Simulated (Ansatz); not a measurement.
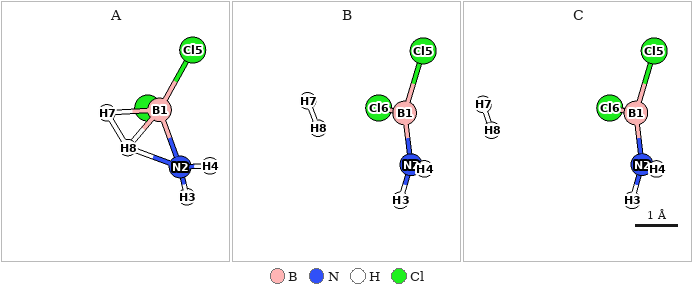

3 geometries from a converged minimum-energy path of BNH4Cl2, made up at the start of BNH₂Cl₂ and H$_{2}$, shuffled. A ball-and-stick model, seen at a tilt.

Method: RHF/def2-SVP (Ansatz). Run with 9 movable images; climbing image; force threshold 0.03 eV/Å; iteration limit 60; starting path through a guess of the saddle point.

Which frame is the transition state?

Answer. A. In order along the path, whose images run from 0 to 10: C (image 0, 0.0 kJ/mol), B (image 3, +23.7 kJ/mol), A (image 5, +236.7 kJ/mol). Breaking: H7–H8 (0.75 → 0.99 at the top → 2.56 Å). Forming: B1–H7 (3.85 → 1.38 at the top → 1.20 Å), N2–H8 (3.81 → 1.36 at the top → 1.01 Å).

Limits of the set-up: the start holds two separate molecules, 3.8 Å apart at their closest, whose relative position is a soft coordinate and is computed without a dispersion correction; Hartree-Fock leaves out electron correlation.

The run took 2.4 min on 1 thread of Arm Neoverse V2, on a shared host, peak memory 0.15 GiB.
